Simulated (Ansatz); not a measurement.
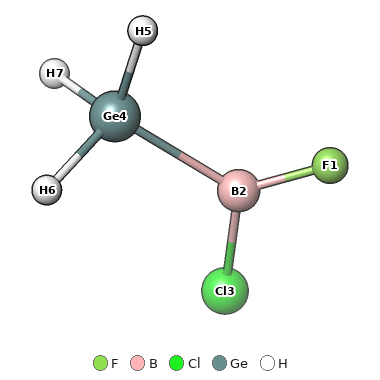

The system is BClFGeH₃ (SMILES F[B](Cl)[GeH3]) with the probe Li+; the picture shows it without the atoms that are moved over the map. The probe is moved over a plane parallel to the molecule's main plane, 2.95 Å above it. The first coordinate is: x of the probe's Li atom; the second: y of the probe's Li atom. Nothing is relaxed (molecule and probe rigid). Grid: 15 × 11 points. Energies are in kJ/mol, from molecule and probe far apart, each relaxed in its own basis (no counterpoise correction). Theory: RKS PBE-D4/def2-SVP in Ansatz 0.2.0.

Range: x of the probe's Li atom from −3.99 to 3.99 Å; y of the probe's Li atom from −2.85 to 2.85 Å.

Q: What will the energy surface look like?

A: The lowest grid point is at x of the probe's Li atom = −2.85 Å, y of the probe's Li atom = −1.71 Å [nearest 1 H at 1.86 Å], −55.5 kJ/mol from molecule and probe far apart, each relaxed in its own basis (no counterpoise correction). The highest grid point, x of the probe's Li atom = 3.99 Å, y of the probe's Li atom = 2.85 Å, lies 47.2 kJ/mol above the lowest.

| y of the probe's Li atom ↓, x of the probe's Li atom → | −3.99 | −3.42 | −2.85 | −2.28 | −1.71 | −1.14 | −0.57 | 0.00 | 0.57 | 1.14 | 1.71 | 2.28 | 2.85 | 3.42 | 3.99 |
| --- | --- | --- | --- | --- | --- | --- | --- | --- | --- | --- | --- | --- | --- | --- | --- |
| 2.85 | −11.0 | −12.8 | −13.9 | −14.6 | −15.4 | −16.7 | −18.6 | −20.4 | −21.2 | −20.6 | −18.7 | −16.0 | −13.0 | −10.4 | −8.3 |
| 2.28 | −15.3 | −17.8 | −19.2 | −19.6 | −19.8 | −20.6 | −22.2 | −24.0 | −25.1 | −24.6 | −22.6 | −19.6 | −16.1 | −12.8 | −9.9 |
| 1.71 | −20.3 | −23.8 | −25.5 | −25.5 | −24.7 | −24.2 | −24.7 | −26.1 | −27.3 | −27.4 | −26.2 | −23.5 | −19.8 | −15.8 | −12.1 |
| 1.14 | −25.5 | −30.4 | −32.8 | −32.5 | −30.5 | −28.2 | −27.0 | −27.1 | −28.4 | −29.7 | −29.8 | −28.0 | −24.3 | −19.6 | −14.8 |
| 0.57 | −31.0 | −37.7 | −41.3 | −40.1 | −36.7 | −33.7 | −30.8 | −29.5 | −30.7 | −33.3 | −34.9 | −33.8 | −29.7 | −24.0 | −17.9 |
| 0.00 | −36.4 | −45.7 | −47.6 | −44.5 | −40.8 | −39.4 | −37.4 | −35.2 | −36.1 | −39.2 | −41.4 | −40.3 | −35.3 | −28.1 | −20.7 |
| −0.57 | −41.0 | −51.7 | −51.8 | −50.7 | −48.2 | −44.5 | −46.3 | −43.2 | −43.4 | −45.6 | −47.4 | −45.6 | −39.3 | −30.8 | −22.3 |
| −1.14 | −43.0 | −53.5 | −54.7 | −52.3 | −52.2 | −50.6 | −53.4 | −49.7 | −49.2 | −50.2 | −50.6 | −47.5 | −40.1 | −30.9 | −22.1 |
| −1.71 | −41.0 | −53.7 | −55.5 | −55.0 | −54.7 | −54.3 | −54.7 | −51.0 | −50.5 | −50.8 | −49.6 | −45.0 | −37.2 | −28.3 | −20.1 |
| −2.28 | −35.2 | −47.4 | −54.6 | −54.5 | −54.8 | −54.3 | −49.2 | −46.2 | −45.8 | −45.7 | −43.5 | −38.4 | −31.2 | −23.6 | −16.8 |
| −2.85 | −27.0 | −36.3 | −43.9 | −47.3 | −46.5 | −43.0 | −39.2 | −37.3 | −37.0 | −36.5 | −34.2 | −29.8 | −24.1 | −18.2 | −13.0 |

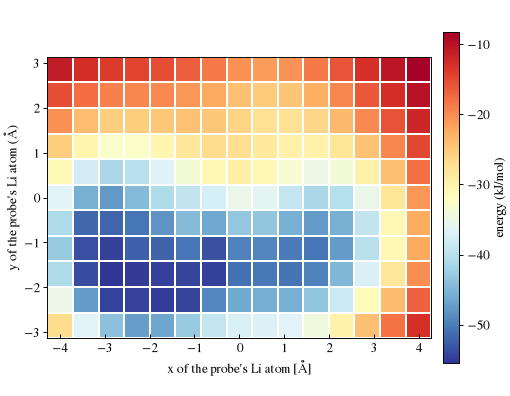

In the figure: one coloured cell a grid point.

The whole map (165 points run) took 13 min on 1 thread of Arm Neoverse V1 (shared host).
